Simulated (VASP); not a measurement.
Data:

```
HfSc3N4
1.0
    0.00000     2.23759     2.23759
    2.23759     0.00000     2.23759
    8.95735     8.95735    -0.00700
Sc N Hf
3 4 1
Direct
  0.99484   0.99484   0.00387
  0.00000   0.00000   0.25000
  0.00516   0.00516   0.49613
  0.50097   0.50097   0.12427
  0.49903   0.49903   0.37573
  0.49542   0.49542   0.62844
  0.50458   0.50458   0.87156
  0.00000   0.00000   0.75000
```

Level of theory: PBEsol GGA, VASP's PBE PAW potentials (set 64) (plane waves; VASP). Numerical set-up: 520 eV cut-off, 13×13×4 Γ-centred mesh, tetrahedra with Blöchl corrections, potentials Sc_sv N Hf_pv.

Unless said otherwise, spin-orbit coupling is left out, though it shifts the bands of the heavy elements here.

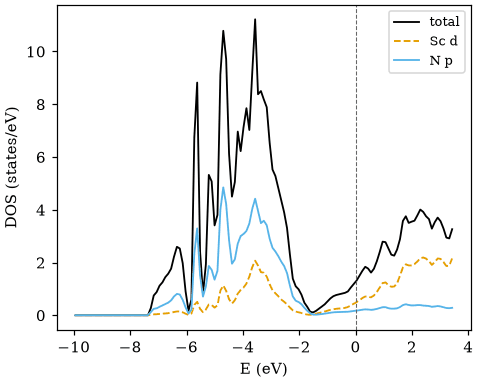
*Total and projected density of states, zero at the Fermi level*

Within 2 eV below the Fermi level the largest weight inside VASP's projection spheres is Sc d, then N p.

It has no gap at this level: it comes out as a metal or semimetal.

The structure was generated: HfSc3N4 was put into an ordered model structure (R-3m), which need not be its known phase. It was relaxed first. The electron count is odd and the run is not spin-polarised, which forces a metal.
